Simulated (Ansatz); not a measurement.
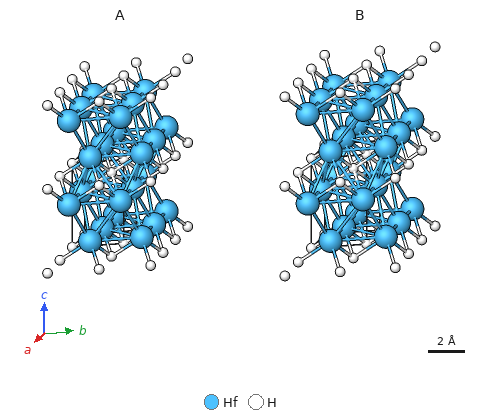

Two geometries of solid Hf₂H (a generated structure, set up in P-3m1) (coarse preliminary run), drawn at one scale. One is the start of a relaxation, the other its converged end. The picture is a ball-and-stick view of the cell of the calculation, repeated 3 × 2 × 2 with one cell outlined, seen slightly off an axis.

Theory: Ansatz 0.2.0, DFT PBE, scalar-relativistic, plane waves, PAW. (plane-wave cutoff 420 eV; k-point mesh 6 × 6 × 4; occupations gaussian; smearing width 0.1 eV; no spin polarisation; cell and atoms relaxed; force threshold 0.04 eV/Å; at most 70 steps)

Which one is relaxed?

Structure B is the relaxed one. After 4 accepted moves (5 points after the start) the energy has fallen by 269 meV per atom. The largest force component goes from 1 to 0.011 eV/Å. The pressure goes from 33.16 to 0.07 GPa. At 1 point the geometry stayed and the basis and grid were re-selected for the new cell (energy shift of 2.3 meV per atom at most each time). The largest moves relative to the cell, 0.041 Å, are those of Hf atoms. H stays in place. The drawn cell changes as follows: a = b 3.013 → 3.226 Å (+7.1 %), c 4.845 → 5.174 Å (+6.8 %); the volume changes by +22.5 %. Among the contacts that change: Hf–Hf 2.982 → 3.255 Å, Hf–Hf 3.013 → 3.226 Å, H–Hf 2.120 → 2.291 Å, Hf–Hf 2.982 → 3.121 Å. The space group stays P-3m1 (No. 164).
